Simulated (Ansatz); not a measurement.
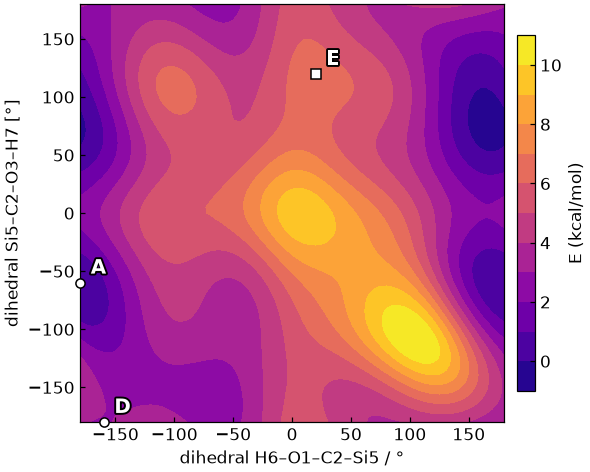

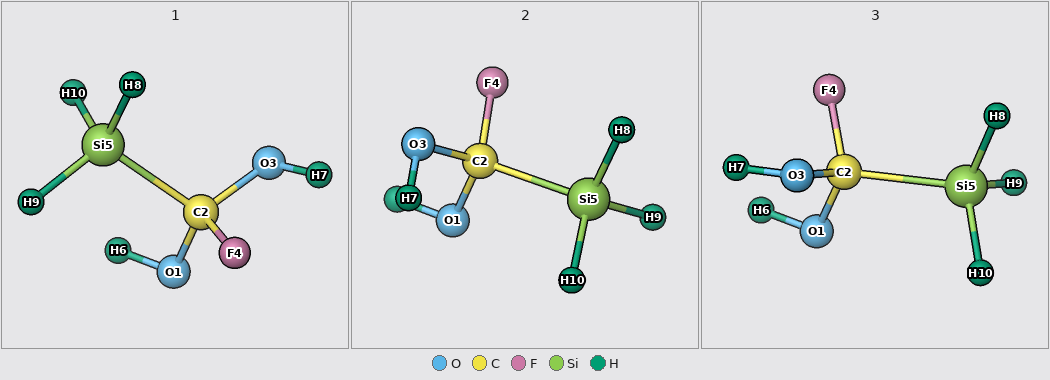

CH5FO2Si, SMILES OC(O)(F)[SiH3]. First axis: dihedral H6–O1–C2–Si5. Second axis: dihedral Si5–C2–O3–H7. Nothing is relaxed (all other coordinates rigid). The scan uses an 18 × 18 grid. Points are written as (first, second). Energies are in kcal/mol, from the relaxed molecule at the same level. Method: Ansatz 0.2.0, RKS SPW92 (LDA)/def2-SVP.

Drawn: filled contours, lettered points. Between grid points the surface is interpolated. The numbered pictures are the structures at these points, in random order.

Q: Which structure belongs to which point?

A: A is structure 2: (−180°, −60°), 0.036 kcal/mol; D is structure 3: (−160°, −180°), 2.9 kcal/mol; E is structure 1: (20°, 120°), 6.4 kcal/mol.
